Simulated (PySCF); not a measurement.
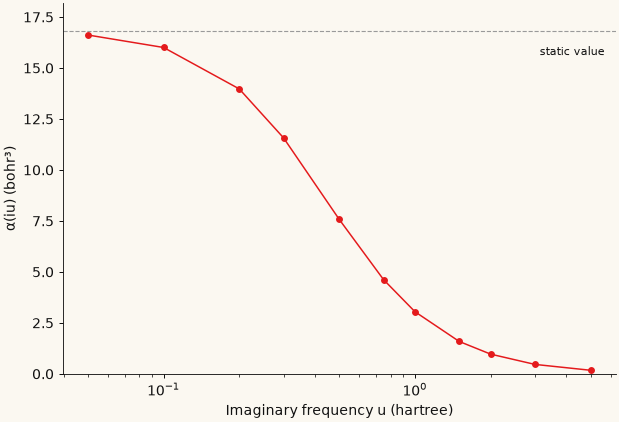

Dipole polarisability at imaginary frequency of Sb²⁺ ([Kr] 4d¹⁰ 5s² 5p). Coupled response at the HF level; PySCF, aug-cc-pVDZ-PP with a 28-electron core potential, unrestricted single determinants, no spin-orbit coupling.

Question: What follows from the curve?

Answer: The static dipole polarisability is 16.8 bohr³; α(iu) falls to half of it near u = 0.45 hartree. The Casimir–Polder integral gives C₆ = 96.6 hartree bohr⁶ for two such species.
